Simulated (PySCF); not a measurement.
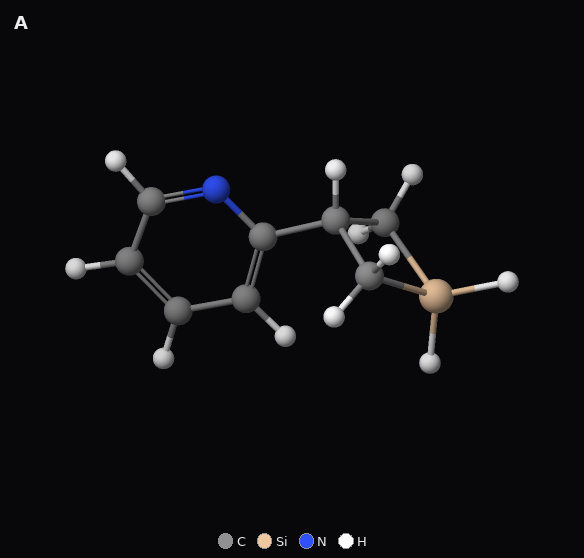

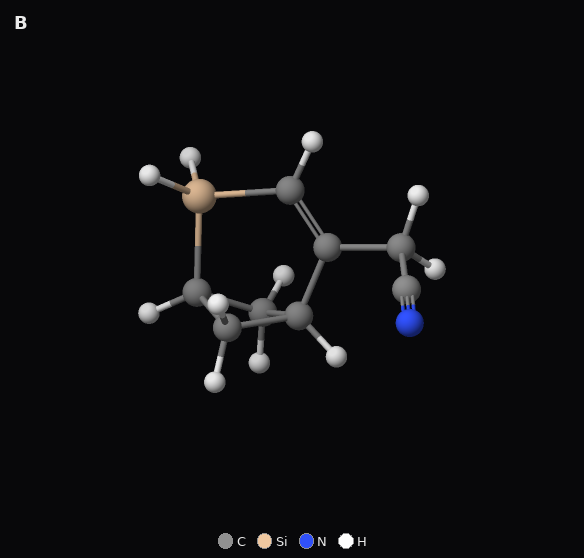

2 stationary structures of one formula. Geometries: GFN2-xTB. Electronic energies: PBE0/pcSseg-1 (PySCF 2.14.0), without zero-point energy. No frequency run is at hand to confirm each as a minimum. Each is one conformer, not always the lowest.

Are they conformers, stereoisomers or constitutional isomers?

They are constitutional isomers of C8H11NSi: A `c1ccc(C2C[SiH2]C2)nc1`, B `N#CCC1=C[SiH2][C@H]2C[C@@H]1C2`.

Which structure is the most stable?

A is lowest; B lies 0.908 eV above it.

The geometry is semi-empirical. Around Si such bond lengths and angles can be off by a tenth of an ångström or more and by several degrees, and values that hang on the shape move with them.
